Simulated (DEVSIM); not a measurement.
System: Schottky contact on n-type GaAs, at 300 K.

| layer (left to right) | material | thickness (μm) | Nd (cm⁻³) | τn (s) | τp (s) |
|---|---|---|---|---|---|
| 1 | GaAs | 0.750 | 2.1e16 | 1.8e-9 | 1.8e-9 |

Left contact: Schottky, work function 5.16 eV, emission velocity 2.4e6 cm/s. Right contact: ohmic. Voltage is applied to the left contact. Recombination: SRH at mid-gap, radiative. Mobility is μmin + (μ − μmin)/(1 + (N/Nref)^α).

This is a model device: material constants are rounded textbook-type values typed into the input, and sizes, dopings and lifetimes were drawn at random. Values at 300 K.

| parameter | GaAs |
|---|---|
| gap (eV) | 1.424 |
| affinity (eV) | 4.07 |
| permittivity | 12.9 |
| Nc (cm⁻³) | 4.7e17 |
| Nv (cm⁻³) | 9e18 |
| μn (cm²/Vs) | 8500 |
| μp (cm²/Vs) | 400 |
| μn,min | 500 |
| μp,min | 20 |
| Nref,n | 6e16 |
| Nref,p | 1.5e17 |
| αn | 0.39 |
| αp | 0.38 |
| B (cm³/s) | 2e-10 |

DEVSIM, 1D drift-diffusion, Boltzmann statistics, complete ionisation; no tunnelling, impact ionisation, image-force lowering or self-heating. Metal contacts follow the ideal Schottky-Mott rule: no Fermi-level pinning, no interface dipoles.

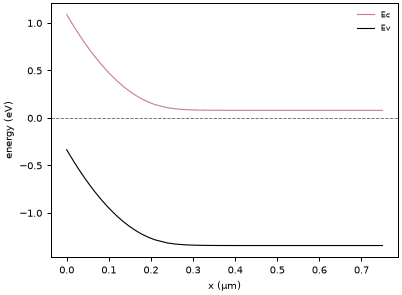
Figure: Band edges at zero bias

Energies count from the Fermi level of the right contact; mesh points crowd at the junctions.

| x (μm) | Ec (eV) | Ev (eV) | n (cm⁻³) | p (cm⁻³) | field (V/cm) |
|---|---|---|---|---|---|
| 0.000 | 1.090 | -0.334 | < 1e2 | 2.2e13 | -76000 |
| 0.006614 | 1.040 | -0.384 | < 1e2 | 3.2e12 | -74000 |
| 0.01651 | 0.968 | -0.456 | < 1e2 | 2.0e11 | -71000 |
| 0.02737 | 0.893 | -0.531 | 470 | 1.1e10 | -68000 |
| 0.04632 | 0.769 | -0.655 | 57000 | 8.9e7 | -62000 |
| 0.06485 | 0.658 | -0.766 | 4100000 | 1200000 | -57000 |
| 0.09257 | 0.511 | -0.913 | 1.2e9 | 4200 | -49000 |
| 0.1348 | 0.331 | -1.093 | 1.3e12 | < 1e2 | -36000 |
| 0.1761 | 0.206 | -1.218 | 1.6e14 | < 1e2 | -24000 |
| 0.2379 | 0.109 | -1.315 | 7.0e15 | < 1e2 | -8200 |
| 0.3056 | 0.084 | -1.340 | 1.8e16 | < 1e2 | -1200 |
| 0.4183 | 0.080 | -1.344 | 2.1e16 | < 1e2 | -28 |
| 0.4915 | 0.080 | -1.344 | 2.1e16 | < 1e2 | ≈ 0 |
| 0.5581 | 0.080 | -1.344 | 2.1e16 | < 1e2 | ≈ 0 |
| 0.6153 | 0.080 | -1.344 | 2.1e16 | < 1e2 | ≈ 0 |
| 0.6481 | 0.080 | -1.344 | 2.1e16 | < 1e2 | ≈ 0 |
| 0.6780 | 0.080 | -1.344 | 2.1e16 | < 1e2 | ≈ 0 |
| 0.6980 | 0.080 | -1.344 | 2.1e16 | < 1e2 | ≈ 0 |
| 0.7185 | 0.080 | -1.344 | 2.1e16 | < 1e2 | ≈ 0 |
| 0.7302 | 0.080 | -1.344 | 2.1e16 | < 1e2 | ≈ 0 |
| 0.7409 | 0.080 | -1.344 | 2.1e16 | < 1e2 | ≈ 0 |
| 0.7500 | 0.080 | -1.344 | 2.1e16 | < 1e2 | ≈ 0 |
